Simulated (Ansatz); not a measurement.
```yaml
atoms:
  - { symbol: B, position_ang: [-0.3697, 0.8034, -1.2882] }
  - { symbol: O, position_ang: [0.4374, -0.0358, -0.6117] }
  - { symbol: Si, position_ang: [0.3696, -0.6521, 0.9259] }
  - { symbol: H, position_ang: [-1.3570, 1.2461, -0.7599] }
  - { symbol: H, position_ang: [-0.0717, 1.0864, -2.4141] }
  - { symbol: H, position_ang: [-0.8317, -0.1365, 1.6310] }
  - { symbol: H, position_ang: [1.6021, -0.2394, 1.6375] }
  - { symbol: H, position_ang: [0.3133, -2.1292, 0.8236] }
```

Geometry: PBE0-D4/def2-TZVP.

Method: Ansatz 0.2.0, RKS PBE0-D4/def2-TZVPP.

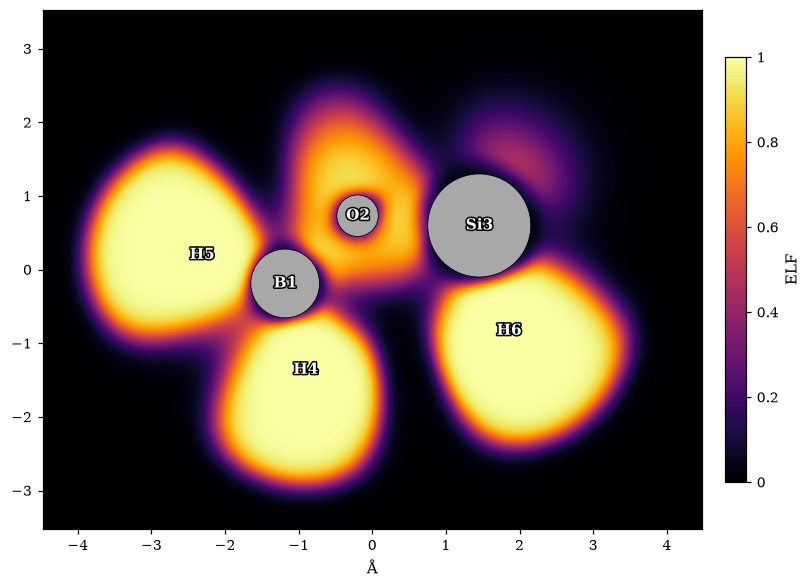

BH5OSi (SMILES BO[SiH3]). Electron localisation function on the plane of atoms O2, Si3 and H6. Grey discs cover the atomic cores.

What does the map show?

Answer. The plane passes through B, O, Si and H nuclei.
B–O (1.35 Å): the ELF peaks at about 0.90 between the atoms, as expected for a short, strongly polar bond.
Si–O (1.66 Å): the ELF peaks at about 0.90 between the atoms (a polar covalent bond).
B–H (1.20 Å): the ELF climbs to about 1 towards the hydrogen, as it does in any bond to H; an ordinary covalent bond to hydrogen.
Si–H (1.49 Å): the ELF climbs to about 1 towards the hydrogen.
The ELF also peaks beside O2, away from the bonds: lone-pair regions.
